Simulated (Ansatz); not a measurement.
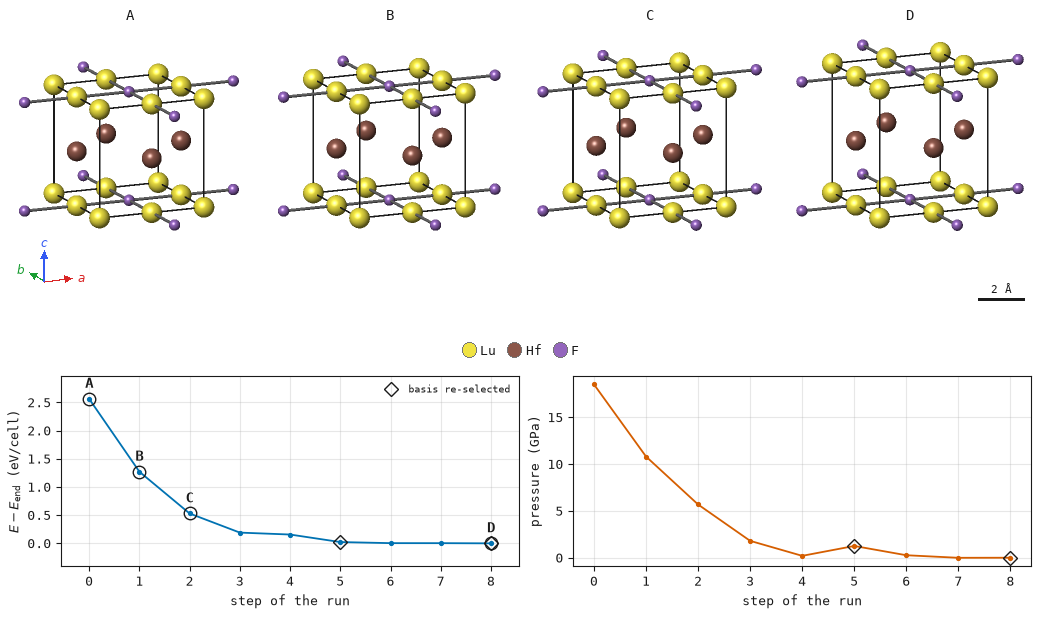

Frames of a relaxation of crystalline Lu3Hf2F (a generated structure, set up in P4/mmm) (coarse preliminary run), marked on the history of the run. Style: ball-and-stick. Shown: the cell of the calculation, slightly off an axis.

Computed with Ansatz 0.2.0, DFT PBE, scalar-relativistic, plane waves, PAW. Settings: plane-wave cutoff 420 eV; k-point mesh 4 × 4 × 4; occupations gaussian; smearing width 0.1 eV; no spin polarisation; cell and atoms relaxed; force threshold 0.04 eV/Å; at most 70 steps.

### Describe the path.

Over 6 accepted moves (8 points after the start) the energy falls by 2.564 eV per cell of the calculation. All forces vanish by symmetry, so only the cell relaxes. The pressure goes from 18.52 to 0.01 GPa. The SCF was repeated twice at an unchanged geometry on a basis and grid sized afresh for the cell, which shifted the energy by 0.134 eV per cell of the calculation at most. No atom moves by more than 0.005 Å relative to the cell. The volume changes by +27.4 %, with a = b 5.038 → 5.218 Å (+3.6 %), c 4.942 → 5.869 Å (+18.8 %). Some distances before and after: Hf–Lu 2.471 → 2.935 Å, Hf–Lu 3.529 → 3.927 Å, Lu–Lu 3.562 → 3.690 Å, Lu–Lu 2.519 → 2.609 Å. The space group stays P4/mmm (No. 123). From step 0 to 1: volume +7.6 %, energy −1.293 eV per cell of the calculation. From step 1 to 2: volume +6.5 %, energy −0.741 eV per cell of the calculation. From step 2 to 8: volume +11.2 %, energy −0.530 eV per cell of the calculation.

| step | E − E(0), meV/atom | pressure, GPa | volume, Å³/atom | note |
| --- | --- | --- | --- | --- |
| 0 | 0.00 | 18.52 | 20.904 |  |
| 1 | -215.48 | 10.81 | 22.489 |  |
| 2 | -339.04 | 5.69 | 23.957 |  |
| 3 | -395.61 | 1.81 | 25.294 |  |
| 4 | -401.29 | 0.21 | 25.949 |  |
| 5 | -423.58 | 1.26 | 25.949 | same geometry, new basis |
| 6 | -426.76 | 0.27 | 26.479 |  |
| 7 | -426.83 | 0.00 | 26.633 |  |
| 8 | -427.39 | 0.01 | 26.633 | same geometry, new basis |

Limits of the set-up: layers or molecules are held without a dispersion correction, so their spacing is unreliable.
